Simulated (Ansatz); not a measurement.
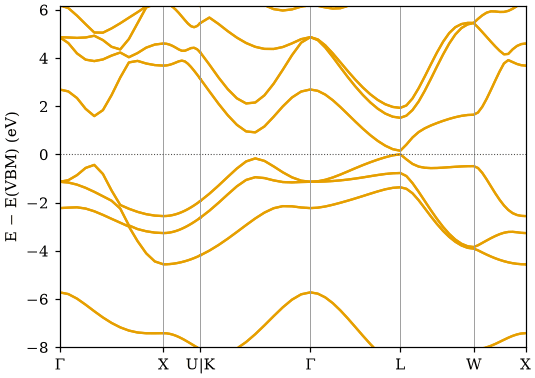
Figure: Band structure from DFT-r²SCAN with spin–orbit coupling in the program Ansatz with PAW potentials

Q: Read off the gap and where the band edges lie.

A: About 0.1 eV (0.15 eV by a search for the band edges); maximum at L, minimum at L.

The material is TePb (rock salt, space group No. 225).

Space group Fm-3m (rock salt). Symmetry was held in the r²SCAN relaxation.

Potentials: the later of the program's two PAW sets.
